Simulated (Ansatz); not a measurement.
# MgO2 (R-3m): Grüneisen parameters

Wanted: mode Grüneisen parameters of MgO2 (R-3m).

Method: DFT PBEsol+D3(BJ), scalar-relativistic, plane waves, PAW, in Ansatz 0.2.0.

## 1. Starting point

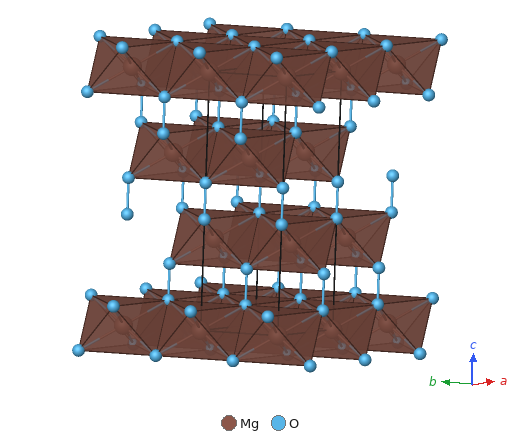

The cell as given, from a free direction (magnesium brown, oxygen blue). 2×2×1 cells are drawn. This picture shows the conventional cell, with its axes. Some periodic images of atoms are drawn too.

## 2. Phonons on a q mesh

The cell comes from relaxations at this level that are not shown. Stability and thermal properties need the whole zone. Linear response on a 3×3×3 q mesh gives force constants as far as a supercell of that size would, and the tensors from the zone-centre run are typed in so that the long-range dipole term is interpolated apart.

File input.yaml:

```yaml
crystal:
  lattice:
    - [1.5715398684, 0.9073289661, 3.4449804859]
    - [-1.5715398684, 0.9073289661, 3.4449804859]
    - [0.0, -1.8146579321, 3.4449804859]
  atoms:
    - { symbol: Mg, position: [0.0, 0.0, 0.0] }
    - { symbol: O, position: [0.4291445267, 0.4291445267, 0.4291445267] }
    - { symbol: O, position: [0.5708554733, 0.5708554733, 0.5708554733] }
kpoints:
  mp_grid: { grid: [9, 9, 9] }
hamiltonian:
  xc: pbesol
  dispersion: d3bj
scf:
  occupations: { method: fixed }
output:
  eigenvalues: true
phonons:
  method: dfpt
  qmesh: [3, 3, 3]
  temperatures: { t_max: 1000, t_step: 50 }
  qpath:
    path:
      - [[0.0, 0.0, 0.0], [0.5, 0.5, 0.5], [0.78708834, 0.21291166, 0.5]]
      - [[0.5, -0.21291166, 0.21291166], [0.5, 0.0, 0.0], [0.0, 0.0, 0.0], [0.35645583, -0.35645583, 0.0]]
      - [[0.64354417, 0.0, 0.35645583], [0.5, 0.0, 0.5], [0.0, 0.0, 0.0]]
    npoints: 10
  non_analytic_term:
    high_frequency_dielectric_tensor: [[2.7993, 0.0, 0.0], [0.0, 2.7993, 0.0], [0.0, 0.0, 4.0156]]
    born_effective_charges:
      - { species: Mg, tensor: [[2.0118, 0.0, 0.0], [0.0, 2.0118, 0.0], [0.0, 0.0, 2.0624]] }
      - { species: O, tensor: [[-1.0059, 0.0, 0.0], [0.0, -1.0059, 0.0], [0.0, 0.0, -1.0312]] }
      - { species: O, tensor: [[-1.0059, 0.0, 0.0], [0.0, -1.0059, 0.0], [0.0, 0.0, -1.0312]] }
    source: "zone-centre run at this cell"
```

Command:

```sh
> ansatz run input.yaml --threads 4 --pin off --max-ram 7168MiB --backend cpu --events-out ev --progress --plain --runs-dir out
```

Numbers of over 12 decimals in the logs are rounded to 6 here.

The program printed:

```text
Warning: phonons: the dynamical matrix that this run interpolates holds no multipole term above the dipole-dipole one, and a site of this crystal is no centre of inversion, so its interpolated transverse optical and acoustic branches and sound speeds can stay off near Gamma, and the density of states and the thermodynamics with them. What a run solves at a wave vector of phonons.qpoints, Gamma apart, where the deck admits one, is free of this, and under fd what a larger phonons.supercell samples
Engine: ansatz 0.2.0, aarch64-unknown-linux-gnu
Pseudopotentials: kind: paw
Pseudopotential: Mg, paw, valence charge 10, recommended cutoff 420 eV (normal), Mg.paw.azcp
Pseudopotential: O, paw, valence charge 6, recommended cutoff 420 eV (normal), O.paw.azcp
Functional definition: PBEsol
  exchange = pbesol_x
  correlation = pbesol_c
Crystal: 3 atoms, lattice volume = 29.473 Å³
Basis set: ecut = 420 eV, 575 PW (Γ), exchange–correlation on 54×54×54 points (8 copies of the dense FFT grid, shifted against one another)
Bands: 15, of which v1, the nominal top of the filled ones, is band 11 counted from 1 (10 counted from 0)
Symmetry: 12 space group operations
k-points: 85 of 729
Non-local potential: Mg, projectors of the file, l = 0: 3, l = 1: 2, l = 2: 1
Non-local potential: O, projectors of the file, l = 0: 2, l = 1: 2, l = 2: 1
PAW form: soft (Blöchl's): semilocal exchange-correlation on the pseudo side does not see the compensation charge
PAW frozen core: Mg, regenerated for the run's functional, and the local potential with it (the file was generated under x = pbe(κ = 0.804, μ = 0.219515), c = pbe(β = 0.066725))
PAW frozen core: O, regenerated for the run's functional, and the local potential with it (the file was generated under x = pbe(κ = 0.804, μ = 0.219515), c = pbe(β = 0.066725))
PAW one-centre angular grid: Mg, 110 points (default); XC on 64 Gauss nodes
PAW one-centre angular grid: O, 110 points (default); XC on 64 Gauss nodes
Initial density: superposition of atomic densities (neutral atoms: chi_scale 0, normalization atom), corrected by the library's trained network
Initial wavefunctions: pseudopotential atomic-orbital guess
Functional: x = pbesol(κ = 0.804, μ = 0.123457), c = pbesol(β = 0.046)
SCF iter   1: F=—  HF=-3034.123689 eV  |F-HF|=—  |Δ(HF+E_count)|=         —  Δρ=1.39e-2  dr2=4.97e-2  ethr=1.77e-3  ⟨swp⟩=4.2  Hψ=6038  notcnv=0  defer=155
preconditioner: auto → none  [insulator: Δε(μ)=2.604 eV  Ē_g=16.660 eV  n_scr=8 (ndim 8)  ℏωp=25.6 eV  f_vac=0.033  ε∞_Penn≈3.4]
SCF iter   2: F=—  HF=-3034.109575 eV  |F-HF|=—  |Δ(HF+E_count)|=   1.41e-2  Δρ=5.12e-3  dr2=3.90e-3  ethr=2.26e-4  ⟨swp⟩=2.0  Hψ=2526  notcnv=0  defer=170
SCF iter   3: F=—  HF=-3034.108404 eV  |F-HF|=—  |Δ(HF+E_count)|=   1.17e-3  Δρ=1.44e-3  dr2=1.74e-4  ethr=1.77e-5  ⟨swp⟩=2.6  Hψ=1927  notcnv=0  defer=170
SCF iter   4: F=—  HF=-3034.108522 eV  |F-HF|=—  |Δ(HF+E_count)|=   1.18e-4  Δρ=2.01e-4  dr2=3.47e-6  ethr=7.90e-7  ⟨swp⟩=2.0  Hψ=2369  notcnv=0  defer=170
SCF iter   5: F=—  HF=-3034.108528 eV  |F-HF|=—  |Δ(HF+E_count)|=   5.78e-6  Δρ=2.04e-5  dr2=5.53e-8  ethr=1.58e-8  ⟨swp⟩=2.5  Hψ=2065  notcnv=0  defer=4
SCF iter   6: F=—  HF=-3034.108528 eV  |F-HF|=—  |Δ(HF+E_count)|=   2.77e-7  Δρ=4.34e-6  dr2=3.35e-9  ethr=2.51e-10  ⟨swp⟩=2.0  Hψ=2209  notcnv=0
SCF iter   7: F=—  HF=-3034.108528 eV  |F-HF|=—  |Δ(HF+E_count)|=   2.25e-9  Δρ=8.22e-7  dr2=9.58e-11  ethr=1.52e-11  ⟨swp⟩=2.0  Hψ=1722  notcnv=0
SCF iter   8: F=-3034.108528 eV  HF=-3034.108528 eV  |F-HF|=1.36e-12  |Δ(HF+E_count)|=  5.18e-11  Δρ=8.12e-8  dr2=8.07e-13  ethr=1.00e-12  ⟨swp⟩=7.0  Hψ=7024  notcnv=0
SCF 1 converged in 8 iterations: F = -3034.108528 eV  dr2 = 8.07e-13
  greatest PAW one-centre occupation: 1.000 electrons in one spin orbital (limit 2), on the Mg atom at site 0 (counted from 0), in its partial waves of l = 0
NSCF: frozen V_eff on 85 k-points
NSCF: frozen V_eff on 205 k-points
DFPT response loops at q = (0, 0, 0) (fractional): preconditioner auto → none (the input reference at scf.mixing.eps_inf says where Resta's filter doesn't serve); β = 0.50; Broyden in place of MSR1
NSCF: frozen V_eff on 810 k-points
DFPT response loops at q = (0, 0, 0.333333) (fractional): mixed as the last ones told, above
NSCF: frozen V_eff on 1458 k-points
DFPT response loops at q = (0, 0.333333, 0.333333) (fractional): mixed as the last ones told, above
NSCF: frozen V_eff on 1458 k-points
DFPT response loops at q = (0, 0.333333, -0.333333) (fractional): mixed as the last ones told, above
NSCF: frozen V_eff on 810 k-points
DFPT response loops at q = (0.333333, 0.333333, 0.333333) (fractional): preconditioner auto → Resta (q_TF=auto, 2.599 Å⁻¹)  ε∞=4.8 (no band partly filled); β = 1.00, the filter's whole step (`scf.mixing.beta` (0.50) is not read by the response loops at its default; to damp them type it under 1.00, their step now; it binds the ground state too); Broyden in place of MSR1
NSCF: frozen V_eff on 810 k-points
DFPT response loops at q = (0.333333, 0.333333, -0.333333) (fractional): mixed as the last ones told, above
SCF converged after 8 iterations
Free energy (F): -3034.108528 eV
Harris-Foulkes:  -3034.108528 eV  (|F-HF|=1.36e-12)
Internal energy: -3034.108528 eV  (E = F + TS)
E sigma→0 (E₀):  -3034.108528 eV
Fermi energy:    7.006116 eV
--- Per-component energies (eV) ---
  E_band       = -341.253074
  E_kinetic    = 427.206592
  E_local      = -2100.932506  (includes V_loc(G=0)·N_el)
  E_nonlocal   = 192.925434
  E_hartree    = 730.408080
  E_xc         = -175.023981
  E_vxc        = -225.030644  (∫ρ·V_xc dr)
  E_paw        = -584.828343  (= ΣΔE_a)
  E_vpaw       = -96.243012  (= ΣTr[D̂ρ^β])
  E_aug_tail   = 0.004907  (compensation charges beyond the density's cutoff)
  E_ewald      = -1523.545514
  E_disp       = -0.452634  (pairwise vdW)
  E_core_change = 0.129438  (= ΣΔE_core)
  E_smearing   = -0.000000  (= −TS)
  E_closure    = 0.000000  (closes the sum)
  Σ components = -3034.108528   (vs F -3034.108528, Δ=0.00e0)
--- Band table (eV; the first three rows and the last of 85) ---
  k-point 0: bands = [... 7 lower, 3.4756, 3.4756, 6.1582, 6.1582, 11.7400, 12.1428, 19.4166, 21.1276]
  k-point 1: bands = [... 7 lower, 3.1093, 3.4276, 6.0604, 6.1020, 11.9486, 12.4206, 19.4381, 20.8444]
  k-point 2: bands = [... 7 lower, 2.2706, 3.3109, 5.8815, 5.9624, 11.9204, 13.5314, 19.1602, 19.7035]
  k-point 84: bands = [... 7 lower, 2.7022, 2.8836, 6.6808, 6.9663, 9.7875, 12.4523, 17.0638, 20.3097]
--- Phonons (Γ-DFPT): 4 representative perturbations + reference (Σ response iterations 14) ---
  ASR residual: 3.657e-5 → 0.000e0 eV/Å²; symmetrization residual: 6.105e-7 eV/Å²
  pairwise dispersion correction: d3bj (s6 = 1.0, s8 = 2.9491, a1 = 0.4466, a2_bohr = 6.1742), with the weights of each atom's references fixed at the reference crystal's, and the forces and stress that the weights' published response gives there kept as a pressure on the atom's counted neighbours (hamiltonian.dispersion)
  ASR residual per site (eV/Å²): 3.66e-5 2.43e-5 2.43e-5
  Γ frequencies (cm⁻¹): 0.00 0.00 0.00 306.36 306.36 388.88 425.34 425.34 966.68
--- Phonons (arbitrary-q DFPT): 6 irreducible q on the 3×3×3 mesh ---
  q = [0.0000, 0.0000, 0.0000] (star 1, of the zone-centre solve; hermiticity 4.15e-8, symmetrization 2.29e-11): -0.00 0.00 0.00 306.36 306.36 388.88 425.34 425.34 966.68
  q = [0.0000, 0.0000, 0.3333] (star 6, 6 solved perturbations on 405 of 729 k-point pairs; hermiticity 1.70e-7, symmetrization 5.86e-13): 134.74 189.85 307.71 313.69 342.76 427.01 447.31 537.17 950.44
  q = [0.0000, 0.3333, 0.3333] (star 6, 4 solved perturbations in 2268 linear systems a pass and spin channel, the states on 729 of 729 k-point pairs; hermiticity 1.18e-7, symmetrization 2.13e-10): 159.92 198.18 325.89 345.84 377.08 406.67 433.60 496.29 931.11
  q = [0.0000, 0.3333, -0.3333] (star 6, 4 solved perturbations in 2196 linear systems a pass and spin channel, the states on 729 of 729 k-point pairs; hermiticity 6.99e-8, symmetrization 2.36e-10): 230.17 302.25 325.27 343.29 387.82 409.54 459.72 465.53 931.35
  q = [0.3333, 0.3333, 0.3333] (star 2, 4 solved perturbations in 1140 linear systems a pass and spin channel, the states on 405 of 729 k-point pairs; hermiticity 1.36e-7, symmetrization 2.84e-10): 90.12 90.12 289.79 289.79 328.28 444.44 444.44 498.55 918.13
  q = [0.3333, 0.3333, -0.3333] (star 6, 6 solved perturbations on 405 of 729 k-point pairs; hermiticity 1.41e-7, symmetrization 2.04e-12): 156.13 286.90 321.93 330.43 388.45 413.42 449.84 478.21 915.12
  sum rule: each row above includes the acoustic sum rule's correction from the zone centre's row sums; it moved no ω² by more than (0.64 cm⁻¹)²
  mesh force constants: q→R imaginary residual 0.00e0; ASR residual 3.657e-5 → 0.000e0 eV/Å²; symmetrization residual 2.656e-14 eV/Å²
  interpolated dispersion: 74 rows × 9 modes
  density of states and harmonic sums: on the 24×24×24 q-mesh, interpolated from the force constants of a 3×3×3 supercell (with the dipole–dipole term of supplied tensors)
  largest difference from the sums on the solved wave vectors: F 1.63e-2 eV, S 2.60e-5 and C_V 9.47e-6 eV/K
  zero-point energy: 0.228674 eV/cell   skipped modes (ω ≤ 0): 3   left out of the sums: 2.41e-5 of the cell's modes: C_V's classical limit lies that fraction below 3 k_B per atom; for a crystal, a wire or a layer, F and S can be off by more, and a phonons.interpolated_qmesh denser along its periods is the remedy for the sampling
```

It took 2.7 min on 4 threads of Arm Neoverse V1, shared host; peak memory 1 GiB; 11 min of CPU time.

The column dr2 measures how far the density is from self-consistency, as an energy; F and HF (Harris–Foulkes) agree once it is small.

Numbers from this step:

```
gap on the k-mesh                                          : 2.612 eV
volume per atom                                            : 9.824 Å³
sum-rule residual before enforcement                       : 3.66e-5 eV/Å²
lowest frequency on the path                               : 0 cm⁻¹
point group                                                : -3m
highest frequency on the path or at a solved wavevector    : 966.7 cm⁻¹
mean frequency                                             : 409.9 cm⁻¹
Debye temperature (second moment)                          : 857 K
logarithmic mean frequency                                 : 362.4 cm⁻¹
highest optical mode at the zone centre (no LO-TO term)    : 966.7 cm⁻¹
lowest optical zone-centre mode                            : 306.4 cm⁻¹
lowest mode on the q mesh (acoustic modes at Γ apart)      : 90.12 cm⁻¹
zero-point energy per atom                                 : 76.22 meV
heat capacity at 300 K                                     : 18.18 J/(mol atoms K)
vibrational entropy at 300 K                               : 15.25 J/(mol atoms K)
edges of the widest gap between branches, on path and mesh : 596.4, 896.7 cm⁻¹
```

Frequencies (cm⁻¹) solved at each irreducible wavevector; negative means imaginary. Frequencies by wavevector, by row:

| q in reciprocal lattice units | star | mode 1 | mode 2 | mode 3 | mode 4 | mode 5 | mode 6 | mode 7 | mode 8 | mode 9 |
| --- | --- | --- | --- | --- | --- | --- | --- | --- | --- | --- |
| 0 0 0 | 1 | 0 | 0 | 0 | 306.4 | 306.4 | 388.9 | 425.3 | 425.3 | 966.7 |
| 0 0 0.3333 | 6 | 134.7 | 189.8 | 307.7 | 313.7 | 342.8 | 427 | 447.3 | 537.2 | 950.4 |
| 0 0.3333 0.3333 | 6 | 159.9 | 198.2 | 325.9 | 345.8 | 377.1 | 406.7 | 433.6 | 496.3 | 931.1 |
| 0 0.3333 -0.3333 | 6 | 230.2 | 302.2 | 325.3 | 343.3 | 387.8 | 409.5 | 459.7 | 465.5 | 931.4 |
| 0.3333 0.3333 0.3333 | 2 | 90.1 | 90.1 | 289.8 | 289.8 | 328.3 | 444.4 | 444.4 | 498.6 | 918.1 |
| 0.3333 0.3333 -0.3333 | 6 | 156.1 | 286.9 | 321.9 | 330.4 | 388.4 | 413.4 | 449.8 | 478.2 | 915.1 |

Symmetry leaves 6 wavevectors to solve. The lowest mode among them, the acoustic zeros apart, lies at q = (0.333, 0.333, 0.333) and is real, 90.1 cm⁻¹.

## 3. Relaxing at another volume, volume ratio 0.97

The volume is scaled by 0.97 and held, while shape and atoms relax as far as symmetry allows. The modes can then be followed against volume.

File input.yaml:

```yaml
crystal:
  lattice:
    - [1.5556646429, 0.8981634004, 3.4101803239]
    - [-1.5556646429, 0.8981634004, 3.4101803239]
    - [0.0, -1.7963268008, 3.4101803239]
  atoms:
    - { symbol: Mg, position: [0.0, 0.0, 0.0] }
    - { symbol: O, position: [0.4291445267, 0.4291445267, 0.4291445267] }
    - { symbol: O, position: [0.5708554733, 0.5708554733, 0.5708554733] }
kpoints:
  mp_grid: { grid: [9, 9, 9] }
hamiltonian:
  xc: pbesol
  dispersion: d3bj
scf:
  occupations: { method: fixed }
output:
  forces: true
  stress: true
  eigenvalues: true
relax:
  adjacent_minimum: "off"
  f_tol: 0.001
  max_steps: 60
  cell: { stress_tol: 0.01, fix: [volume] }
```

The program printed:

```text
[...]
Crystal: 3 atoms, lattice volume = 28.589 Å³
Basis set: ecut = 420 eV, 557 PW (Γ), exchange–correlation on 54×54×54 points (8 copies of the dense FFT grid, shifted against one another)
Bands: 15, of which v1, the nominal top of the filled ones, is band 11 counted from 1 (10 counted from 0)
Symmetry: 12 space group operations
[...]
k-points: 85 of 729
[...]
F+E_penalty+E_count = -3034.09691833 eV   max|allowed force component| = 6.796e-4 eV/Å   (the final SCF, on the basis selected at the relaxed cell)
  cell:  # Å, volume = 28.5891 Å³
    - [1.552306, 0.896224, 3.424954]
    - [-1.552306, 0.896224, 3.424954]
    - [0, -1.792448, 3.424954]
  atoms:
    - { symbol: Mg, position: [0, 0, 0] }
    - { symbol: O, position: [0.429157, 0.429157, 0.429157] }
    - { symbol: O, position: [0.570843, 0.570843, 0.570843] }
[key lines of the parts left out:]
SCF converged after 6 iterations
Free energy (F): -3034.096918 eV
Fermi energy:    7.381885 eV
P = ⅓ Tr σ = 4.3080 GPa (43.080 kbar)
```

Run time: 4.9 s. Hardware: 4 threads; peak memory 0.33 GiB; 17 s of CPU time.

Relaxation path:

| step | energy less that of the first step (eV) | largest force component (eV/Å) | pressure (GPa) | volume (Å³) |
| --- | --- | --- | --- | --- |
| 1 | 0.0000 | 0.1641 | 4.73 | 28.59 |
| 2 | -0.0014 | 0.0659 | 4.30 | 28.59 |
| 3 | -0.0015 | 0.0335 | 4.30 | 28.59 |
| 4 | -0.0015 | 0.0006 | 4.28 | 28.59 |
| 5* | -0.0012 | 0.0013 | 4.26 | 28.59 |
| 6 | -0.0011 | 0.0008 | 4.30 | 28.59 |
| 7* | -0.0012 | 0.0007 | 4.31 | 28.59 |

Relaxation steps marked * repeat the geometry before them on a plane-wave basis chosen anew for their cell, so energy and pressure can jump there.

The run keeps the 12 symmetry operations that it works with, so distortions that break them were not tested.

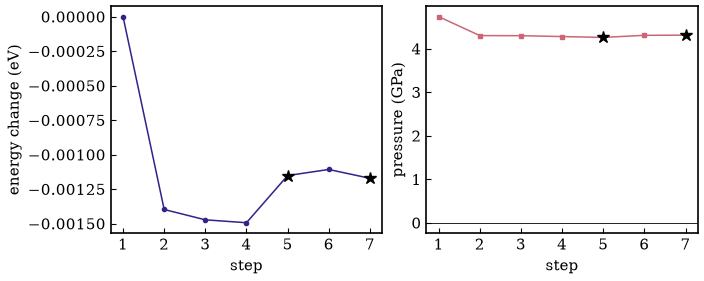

Energy and pressure along the relaxation. Stars mark steps on a basis chosen anew.

| conventional cell, symmetrised | before | after | change |
| --- | --- | --- | --- |
| a (Å) | 3.111 | 3.105 | -0.2 % |
| b (Å) | 3.111 | 3.105 | -0.2 % |
| c (Å) | 10.231 | 10.275 | +0.4 % |
| volume (Å³/atom) | 9.53 | 9.53 | -0.0 % |

Final coordinates:

```cif
data_structure
_symmetry_space_group_name_H-M 'P 1'
_symmetry_Int_Tables_number 1
_cell_length_a 3.8656
_cell_length_b 3.8656
_cell_length_c 3.8656
_cell_angle_alpha 47.352
_cell_angle_beta 47.352
_cell_angle_gamma 47.352
_cell_volume 28.59
loop_
_atom_site_label
_atom_site_type_symbol
_atom_site_fract_x
_atom_site_fract_y
_atom_site_fract_z
_atom_site_occupancy
Mg1 Mg 0.00000 0.00000 0.00000 1
O2 O 0.42916 0.42916 0.42916 1
O3 O 0.57084 0.57084 0.57084 1
```

Numbers from this step:

```yaml
pressure: 4.308 GPa
gap_on_the_k_mesh: 2.712 eV
volume_per_atom: 9.530 Å³
direct_gap_on_mesh: 2.712 eV
```

The relaxation ends with a largest force component of 6.8e-4 eV/Å.

(Continued in part 2 of 3.)

[Logs are printed without paths, hosts, clocks, repeated set-up lines and the standing remarks that a program may print on its own settings, such as how far it seeks lower states.]

[Hosts, paths, dates, database ids (printed as entryN), source tags and the programs' standing remarks are cut or masked in the printed files.]
